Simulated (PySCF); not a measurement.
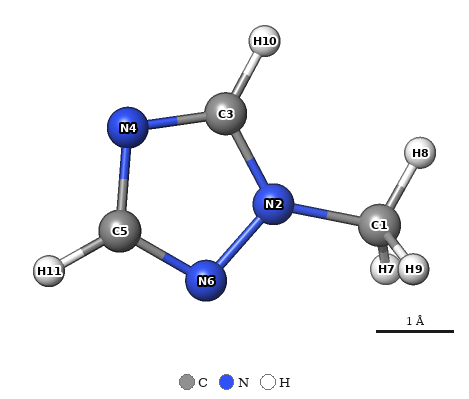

The structure as given in the input (ball-and-stick view, seen at a tilt; atoms are numbered from 1 in the order of the input).

**What a change does: NMR shielding calculation on C3H5N3**

System: C3H5N3, SMILES Cn1cncn1.
Method of run A: GIAO wB97X-D/pcSseg-2 NMR shielding, non-relativistic, IEF-PCM chloroform (PySCF 2.14.0).

The geometry comes from this level: PBE0-D3(BJ)/def2-TZVP. Text and figures count atoms from 1; the logs count them from 0 in places.

Input file, run A:
```
{"job": {"kind": "nmr", "xc": "wB97X-D", "basis": "pcSseg-2", "pop": false, "solvent": "chloroform"}, "charge": 0, "multiplicity": 1}
C     -1.471338    -0.364190     0.568031
N     -0.157088    -0.076215     0.061742
C      0.411624     1.108918    -0.201729
N      1.634391     0.939970    -0.655008
C      1.763825    -0.405798    -0.647319
N      0.704227    -1.063452    -0.221138
H     -1.397994    -0.902525     1.513308
H     -1.998957     0.575358     0.725858
H     -2.022391    -0.973870    -0.148422
H     -0.094268     2.050912    -0.050285
H      2.659568    -0.919000    -0.962633
```

The first line tells a small driver script what to run in PySCF; the rest is the geometry in Å.

Launched with:
```bash
OMP_NUM_THREADS=1 python <driver script> task.json out
```

Hardware: 1 CPU thread, shared host.

Output (run A):
```
coarse grid: 9544 points
cycle   1  E = -281.5175756710  dE =  1.335e+00  |g| = 4.724e-01  |ddm| = 2.349e+00
cycle   2  E = -281.5135892595  dE =  3.986e-03  |g| = 5.519e-01  |ddm| = 5.444e-01
cycle   3  E = -281.5705288337  dE = -5.694e-02  |g| = 4.880e-02  |ddm| = 2.777e-01
cycle   4  E = -281.5709295205  dE = -4.007e-04  |g| = 2.965e-02  |ddm| = 5.829e-02
cycle   5  E = -281.5711112156  dE = -1.817e-04  |g| = 1.061e-02  |ddm| = 2.630e-02
cycle   6  E = -281.5711360987  dE = -2.488e-05  |g| = 2.225e-03  |ddm| = 1.435e-02
cycle   7  E = -281.5711373958  dE = -1.297e-06  |g| = 1.163e-03  |ddm| = 4.720e-03
final grid: 93464 points
cycle   8  E = -281.5838030919  dE = -2.423e-04  |g| = 7.229e-03  |ddm| = 5.012e-02
cycle   9  E = -281.5838068845  dE = -3.793e-06  |g| = 6.628e-03  |ddm| = 8.986e-03
cycle  10  E = -281.5838152897  dE = -8.405e-06  |g| = 9.766e-04  |ddm| = 3.792e-03
cycle  11  E = -281.5838154644  dE = -1.747e-07  |g| = 5.104e-04  |ddm| = 9.650e-04
cycle  12  E = -281.5838155190  dE = -5.463e-08  |g| = 1.533e-04  |ddm| = 3.969e-04
cycle  13  E = -281.5838155245  dE = -5.521e-09  |g| = 4.182e-05  |ddm| = 1.191e-04
cycle  14  E = -281.5838155253  dE = -7.901e-10  |g| = 7.693e-06  |ddm| = 8.626e-05
converged SCF energy = -281.5838155253

GIAO shielding tensors (ppm)
atom      isotropic    diamagn.    paramagn.     s11        s22        s33       span
  0 C      148.185     242.521     -94.336    128.165    130.092    186.297     58.132
  1 N       21.099     322.472    -301.372   -113.271     51.718    124.851    238.123
  2 C       30.028     257.498    -227.470    -45.688     28.171    107.599    153.287
  3 N      -18.996     325.939    -344.935   -180.709   -100.612    224.333    405.042
  4 C       21.593     254.987    -233.394    -65.446     26.053    104.173    169.619
  5 N      -67.570     321.489    -389.060   -256.694   -103.417    157.399    414.092
  6 H       27.760      28.977      -1.218     23.841     25.890     33.548      9.707
  7 H       27.663      29.866      -2.203     22.917     27.527     32.543      9.626
  8 H       27.759      28.973      -1.214     23.836     25.895     33.546      9.710
  9 H       23.419      31.604      -8.185     20.451     23.261     26.545      6.094
 10 H       23.518      30.158      -6.639     20.586     24.421     25.548      4.962
```

For run B the input was changed thus:
```diff
-"solvent": "chloroform"
```

What does this change do to the results?

The total energy of run B is 6.2 kcal/mol higher: the change of the electrostatic solvation energy at this fixed geometry, without cavity or dispersion terms. The dipole moment goes from 4.18 to 3.42 D. Of all shieldings, the largest change is that of N4, by −12.0 ppm. The reaction field of the continuum polarises the molecule further, so the dipole moment is larger in solution. The number of SCF iterations is the same.

Output (run B):
```
coarse grid: 9544 points
cycle   1  E = -281.5021869154  dE =  1.350e+00  |g| = 4.941e-01  |ddm| = 2.350e+00
cycle   2  E = -281.4894047209  dE =  1.278e-02  |g| = 6.115e-01  |ddm| = 6.228e-01
cycle   3  E = -281.5604817118  dE = -7.108e-02  |g| = 5.575e-02  |ddm| = 3.196e-01
cycle   4  E = -281.5609070687  dE = -4.254e-04  |g| = 3.681e-02  |ddm| = 5.652e-02
cycle   5  E = -281.5611892109  dE = -2.821e-04  |g| = 1.140e-02  |ddm| = 2.670e-02
cycle   6  E = -281.5612167987  dE = -2.759e-05  |g| = 3.282e-03  |ddm| = 1.268e-02
cycle   7  E = -281.5612194470  dE = -2.648e-06  |g| = 1.313e-03  |ddm| = 3.787e-03
final grid: 93464 points
cycle   8  E = -281.5739901351  dE = -2.438e-04  |g| = 7.338e-03  |ddm| = 4.912e-02
cycle   9  E = -281.5739935276  dE = -3.392e-06  |g| = 6.916e-03  |ddm| = 8.934e-03
cycle  10  E = -281.5740027549  dE = -9.227e-06  |g| = 1.096e-03  |ddm| = 3.959e-03
cycle  11  E = -281.5740029543  dE = -1.994e-07  |g| = 6.229e-04  |ddm| = 1.032e-03
cycle  12  E = -281.5740030334  dE = -7.903e-08  |g| = 1.937e-04  |ddm| = 4.587e-04
cycle  13  E = -281.5740030421  dE = -8.690e-09  |g| = 4.037e-05  |ddm| = 1.325e-04
cycle  14  E = -281.5740030429  dE = -8.324e-10  |g| = 1.008e-05  |ddm| = 8.172e-05
converged SCF energy = -281.5740030429

GIAO shielding tensors (ppm)
atom      isotropic    diamagn.    paramagn.     s11        s22        s33       span
  0 C      148.190     242.235     -94.045    129.149    130.236    185.183     56.034
  1 N       27.216     323.017    -295.801   -108.651     64.819    125.480    234.131
  2 C       32.267     257.985    -225.717    -45.710     37.299    105.212    150.922
  3 N      -30.953     324.495    -355.448   -208.336   -106.839    222.315    430.650
  4 C       21.153     255.275    -234.122    -66.914     27.438    102.933    169.847
  5 N      -74.220     320.462    -394.682   -273.623   -104.314    155.277    428.901
  6 H       27.834      29.176      -1.342     23.934     25.987     33.582      9.648
  7 H       27.985      30.362      -2.376     23.311     27.942     32.703      9.391
  8 H       27.834      29.173      -1.339     23.929     25.992     33.581      9.652
  9 H       23.757      32.230      -8.473     21.070     23.275     26.927      5.857
 10 H       23.598      30.474      -6.876     20.826     24.293     25.674      4.848
```

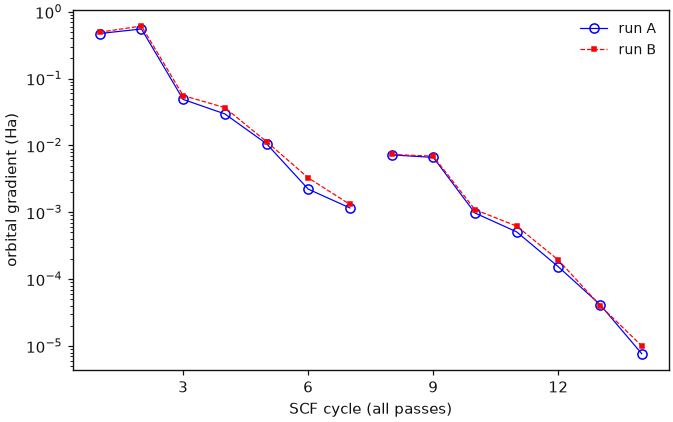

Convergence of the two runs: orbital gradient against the SCF cycle. A break in a curve parts two SCF passes (coarse and final grid). Run A takes 14 cycles in all, and run B takes 14.

The two runs side by side:

```tsv
quantity	run A	run B
outcome	converged	converged
total energy (hartree)	−281.583816	−281.574003
HOMO (eV)	−9.58	−9.55
LUMO (eV)	1.85	1.84
dipole moment (D)	4.18	3.42
shielding of N2 (ppm)	21.1	27.2
shielding of C3 (ppm)	30.0	32.3
shielding of N4 (ppm)	−19.0	−31.0
shielding of C5 (ppm)	21.6	21.2
shielding of N6 (ppm)	−67.6	−74.2
shielding of H8 (ppm)	27.7	28.0
shielding of H10 (ppm)	23.4	23.8
SCF iterations	14	14
basis functions	286	286
wall time (shared host)	68 s	61 s
```
